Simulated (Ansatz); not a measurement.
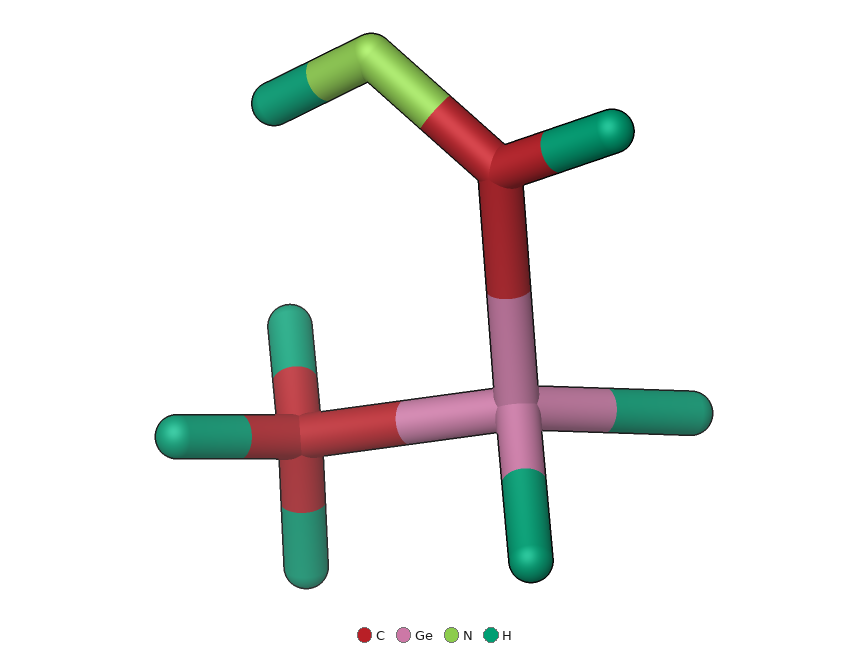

Computed geometry: PBE-D4/def2-SVP optimisation. No frequency run is at hand to confirm it as a minimum. Properties computed with RKS PBE-D4/def2-SVP (Ansatz 0.2.0).

Computed properties:

The species is C₂H₇GeN (`[H]/N=[CH]\[GeH2][CH3]`).
- dipole moment: 1.89 D
- dispersion correction: −19.5 kJ/mol
